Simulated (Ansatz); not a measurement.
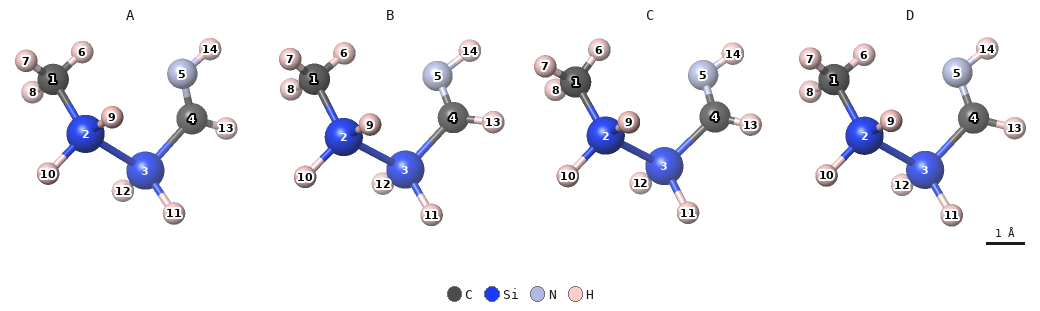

4 geometries from one relaxation of C$_{2}$H$_{9}$NSi$_{2}$ (coarse preliminary run), in shuffled order. The picture is a ball-and-stick view, seen at a tilt.

The start comes from a force field.

The calculation used RKS PBE-D4/def2-SVP (Ansatz). Set-up: force threshold 0.03 eV/Å; at most 200 steps.

> Put them in the order of the run, from the start to the converged end.

C, B, D, A. They are steps 0, 4, 10, 21, at +17.3 kcal/mol, +2.91 kcal/mol, +0.63 kcal/mol relative to the last. The largest move after the best rigid fit is that of H13, 1.04 Å. By element the largest moves are H 1.04 Å, N 0.85 Å, C 0.21 Å, Si 0.15 Å. Near-neighbour distances that change, for instance: C4–H13 0.999 → 1.121 Å, C1–Si2 1.785 → 1.893 Å, Si3–H12 1.444 → 1.511 Å, N5–H14 0.981 → 1.039 Å. Among the angles between lasting bonds that change: C4–Si3–H12 116.6° → 108.0°, Si2–C1–H6 116.6° → 108.2°, Si2–Si3–H11 107.7° → 113.9°. Groups turn about Si3–C4 by about 55°. After 19 accepted moves (21 points after the start) the energy has fallen by 17.3 kcal/mol. Largest force component: 5.4 eV/Å at the start, 0.0029 eV/Å at the end. The line search rejected the trial steps at points 6, 14 of the run. Cost: 34 s on 4 threads of Arm Neoverse V1, with other jobs on the host.
